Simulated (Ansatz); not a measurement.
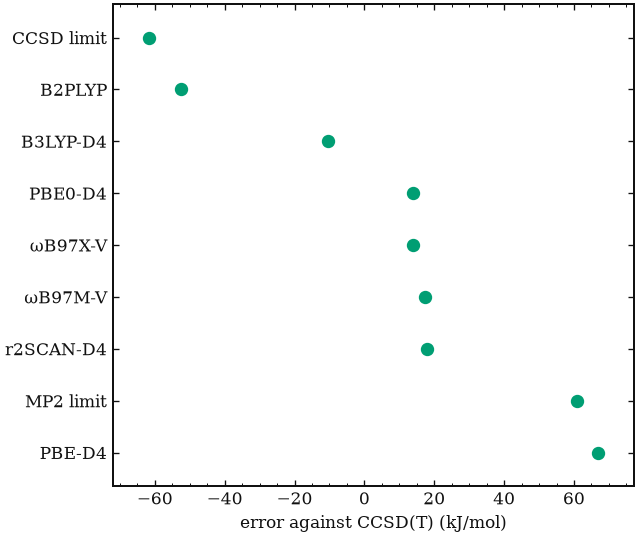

Error in the electronic atomisation energy (method less reference, so positive means overbinding) of C₂H₅ClSSi (enethiol tautomer), SMILES C=C(S)[SiH2]Cl: functionals in def2-TZVPP against frozen-core CCSD(T) at the limit (MP2 extrapolated from triple and quadruple zeta, plus CCSD(T) less MP2 in a smaller set), which gives 3558.2 kJ/mol, at a PBE0-D4/def2-TZVP geometry (no frequency check), no zero-point or spin-orbit term, the Ansatz code. The reference leaves out core correlation, a term that grows with the number of heavy atoms. B2PLYP holds a correlation term that converges slowly with the basis, so part of the distance to the limit is basis error. No dispersion term is added to B2PLYP. Limit means the basis limit.

Question: Which of these levels overbind, and which underbind?

Answer: Overbind: MP2 limit and PBE-D4. Underbind: CCSD limit and B2PLYP. Within 25 kJ/mol of zero, too close to call in view of what the reference leaves out: B3LYP-D4, PBE0-D4, ωB97X-V, ωB97M-V and r2SCAN-D4.

Question: What range do the values span?

Answer: From −61.7 kJ/mol (CCSD limit) to 67.0 kJ/mol (PBE-D4).

Limits of at least one run: one conformer of a flexible molecule.
